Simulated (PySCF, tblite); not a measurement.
**Cl₂H₄PSi₂ radical, a small gas-phase stand-in for a defect centre (Si site with back bonds Cl, Cl, [PH][SiH3]): EPR parameters**

What EPR parameters should one expect for `[SiH3]P[Si](Cl)Cl`? It is drawn as: dangling bond.

Computed with tblite 0.8.0 and PySCF 2.14.0; each step states its level. No surroundings beyond the atoms listed, unless a continuum is named. Atoms count from 0, parts from 1.

## (1) Starting point

9 atoms, charge 0, multiplicity 2; geometry: distance geometry start.

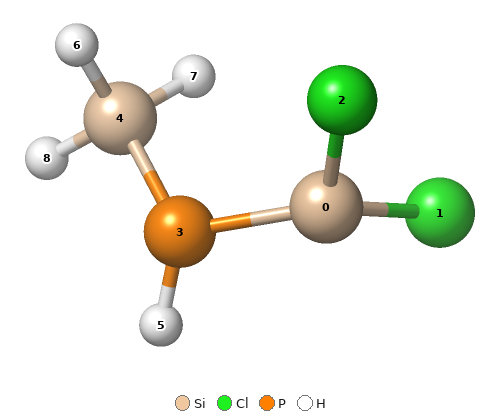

The starting geometry (silicon light orange, chlorine green, phosphorus orange, hydrogen white), atoms numbered.

## (2) Relaxing the cluster with GFN2-xTB

Job settings and geometry (Å):

```
{"job": {"kind": "relax", "xc": "GFN2-xTB", "basis": "xTB"}, "charge": 0, "multiplicity": 2}
Si     0.392314    -2.457471    -0.001432
Cl     0.908136    -2.706723    -2.068836
Cl     2.018846    -2.288201     1.352124
P     -1.338197    -1.219178     0.426285
Si    -1.086932     0.886055     0.042672
H     -2.538529    -1.767719     0.064752
H     -0.501744     1.521466     1.196210
H     -0.259283     1.089541    -1.095066
H     -2.366436     1.481137    -0.208844
```

Method: GFN2-xTB geometry optimisation, gas phase.

On the command line:

```sh
$ OMP_NUM_THREADS=1 python cluster_run.py task.json out
```

One launch serves the whole session: the jobs run in the order shown.

**Question.** The jobs that follow are: PBE0-D3(BJ)/def2-SVP geometry optimisation, gas phase; UKS B3LYP, IGLO-III on Cl P Si, pcH-1 on H, non-relativistic, mean-field spin-orbit, GIAO; UKS BHandHLYP, IGLO-III on Cl P Si, pcH-1 on H, non-relativistic, mean-field spin-orbit, GIAO. Predict: point group; rotational constants (main isotopes); g(iso) (B3LYP); ⟨S²⟩; largest a(iso); potential on the surface of density 0.002 e/bohr³, 1st and 99th percentile.

As calculated:

```
                                                                  quantity                    value
                                                               point group                       C1
                                      rotational constants (main isotopes)     2.28, 0.96, 0.72 GHz
                                                            g(iso) (B3LYP)                  2.00645
                                                                      ⟨S²⟩       0.754 (exact 0.75)
                                                            largest a(iso)  29Si on Si0, -828.5 MHz
potential on the surface of density 0.002 e/bohr³, 1st and 99th percentile       -0.41 V and 1.14 V
```

The start of the PBE0/def2-SVP relaxation was shaken at random by about 0.01 Å, so part of the energy gained, and of the first lengths quoted, undoes that. Over 12 steps the energy fell by 0.130 eV; of the close pairs, Si0–Cl2 changed most, 2.007 to 2.074 Å (PBE0/def2-SVP). No frequency check was run at this level, so the end point may be a saddle. Si0 carries the largest spin population, 0.64 e. The isotropic g lies 4.1 ppt above the free-electron value. The coupling of 29Si on Si0 runs from -863.0 (BHandHLYP/IGLO-III+pcH-1) to -828.5 MHz (B3LYP/IGLO-III+pcH-1).
